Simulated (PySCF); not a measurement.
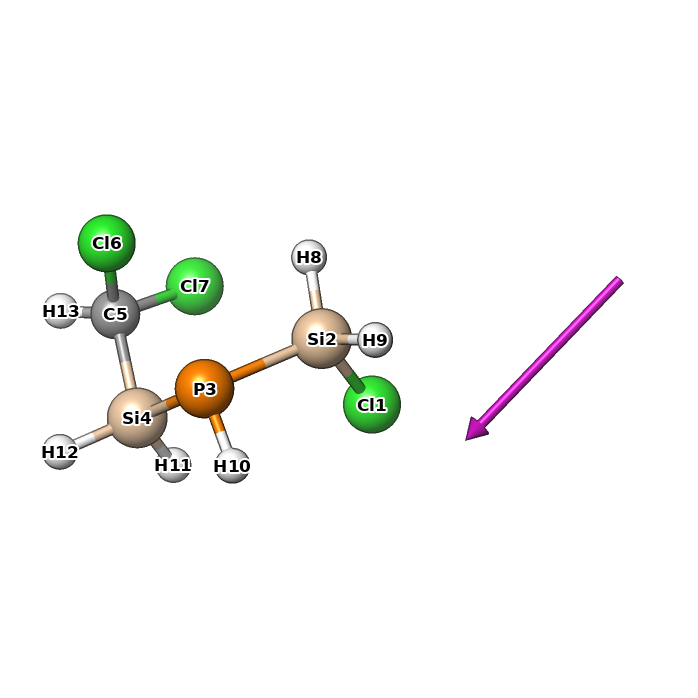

The arrow beside the molecule shows the direction of the dipole moment, from the negative to the positive end (its length means nothing). Computed geometry: GFN2-xTB optimisation. No frequency run is at hand to confirm it as a minimum. Properties computed with CAM-B3LYP/def2-SVPD, gas phase (PySCF 2.14.0).

How large is the dipole moment?

1.51 D; it points from the side of H8 to the side of H12 (the outermost atoms at the two ends).

The geometry is semi-empirical. Around P, Si such bond lengths and angles can be off by a tenth of an ångström or more and by several degrees, and values that hang on the shape move with them.
